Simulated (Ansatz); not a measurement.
**Run report: Si₂H₇Cl, single-point calculation**

System: Si₂H₇Cl.
Method: RKS PBE0-D4/def2-TZVPP (Ansatz 0.2.0).

The geometry is the reactant side of a reaction. The reaction was set up to form Si1–Cl7 and H2–Si6 and to break Si1–H2 and Si6–Cl7 (atoms counted from 1 in the order of the input); sticks are drawn by distance alone. The geometry comes from this level: PBE0-D4/def2-TZVP.

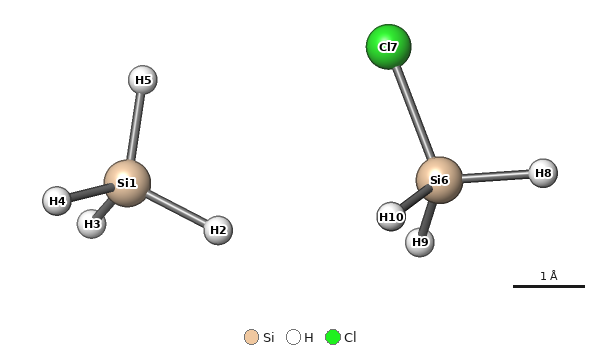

**Figure 1.** The input geometry (ball-and-stick view, seen at a tilt; atoms are numbered from 1 in the order of the input).

Input file:
```yaml
crystal:
  periodic: [false, false, false]
  atoms:
    - {symbol: Si, position_ang: [-0.981070, 0.515783, -1.912656]}
    - {symbol: H, position_ang: [-0.896912, -0.304533, -0.677569]}
    - {symbol: H, position_ang: [-0.783567, -0.362024, -3.093912]}
    - {symbol: H, position_ang: [-2.323463, 1.146252, -1.986636]}
    - {symbol: H, position_ang: [0.065363, 1.566097, -1.887965]}
    - {symbol: Si, position_ang: [0.923545, -0.612746, 1.965417]}
    - {symbol: Cl, position_ang: [1.870651, 0.987564, 1.092730]}
    - {symbol: H, position_ang: [1.615698, -0.926327, 3.236754]}
    - {symbol: H, position_ang: [0.996412, -1.766331, 1.040347]}
    - {symbol: H, position_ang: [-0.486755, -0.243635, 2.223491]}
basis:
  gaussian: {orbitals: def2-TZVPP}
hamiltonian: {xc: pbe0, dispersion: d4}
output: {orbitals: {seedname: orbitals}}
```

Machine: 4 threads of Arm Neoverse V2, 23 GiB of memory available, shared host.

Launch command:
```bash
ansatz run in.yaml --threads 4 --pin off --events-out ev --progress --plain --max-ram 9574MiB
```

The program's output:
```
Functional definition: PBE0
  name "PBE0"
  cite "Adamo & Barone, J. Chem. Phys. 110, 6158 (1999) doi:10.1063/1.478522"
  cite "Perdew, Burke & Ernzerhof, Phys. Rev. Lett. 77, 3865 (1996) doi:10.1103/PhysRevLett.77.3865"
  parent pbe
  parameter a = 0.25
  parameter kappa = 0.804
  parameter beta = 0.06672455060314922
  exchange = (1 - a)*pbe_x(kappa = kappa, mu = beta*pi^2/3) + a*exact_x
  correlation = pbe_c(beta = beta)
1320 factors; their error is unknown
mean field evaluation 1: about -28381.8576 eV, gradient 1.4e1 eV
mean field evaluation 2: about -28382.2840 eV, gradient 7.3e0 eV
mean field evaluation 4: about -28382.3946 eV, gradient 2.8e-1 eV
mean field evaluation 8: about -28382.4592 eV, gradient 1.9e-1 eV
mean field -28382.45919650 eV, -1043.0361371496 hartree, gradient 5.8e-5 eV, S^2 0.000000; 0 other end points of the search recorded, 0 dependent functions left out
reference -28382.45923404 eV, -1043.0361385292 hartree; 26, 26 occupied and 198, 198 virtual orbitals, 1320 factors
Total energy: -28382.60608605 eV, -1043.0415352409 hartree
```

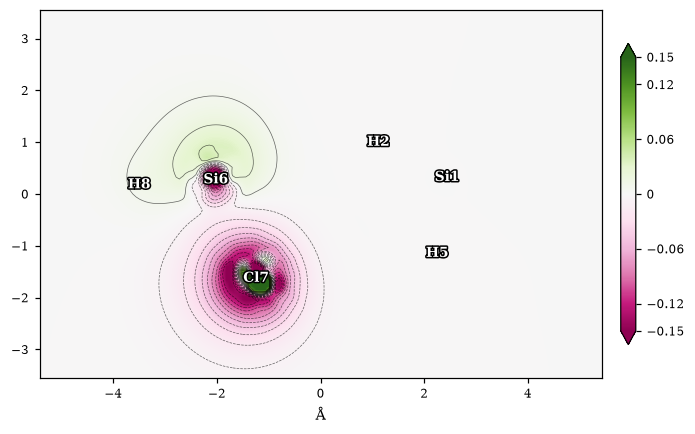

**Figure 2.** One frontier orbital on the plane of atoms H2, Si1 and H5 (values in Å⁻³ᐟ²; the overall sign is arbitrary). The HOMO−1, at −9.03 eV.

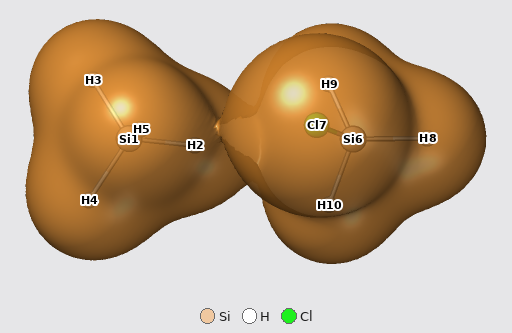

**Figure 3.** Isosurface of the total electron density at 0.02 e/Å³ (orange), seen from the side. At this value the surface is in one piece. On the grid the lowest density along these lines, outside the cores, is 0.03 e/Å³ (Si···H, 3.22 Å), 0.66 e/Å³ (Si–Cl, 2.05 Å) and 0.82 e/Å³ (Si–H, 1.48 Å).

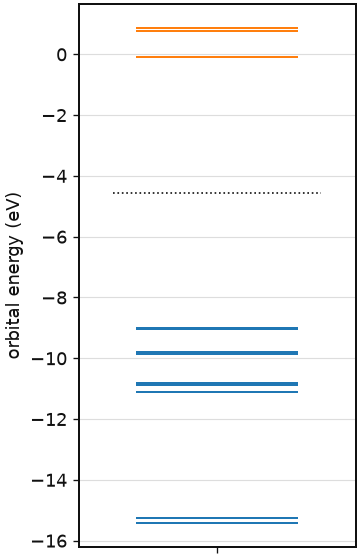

**Figure 4.** Orbital energies near the frontier; the dotted line parts filled from empty levels, and levels within 0.02 eV of each other stand side by side. Highest filled −9.00 eV, lowest empty −0.10 eV, 8.90 eV apart.

Results in brief:

- outcome: converged
- total energy: −28382.6061 eV
- mean-field energy: −28382.4592 eV
- dispersion energy: −0.1469 eV
- SCF solution under orbital rotations: stable
- HOMO: −9.00 eV
- LUMO: −0.10 eV
- wall time: 2 s (CPU time 7 s)
- peak memory: 0.5 GiB
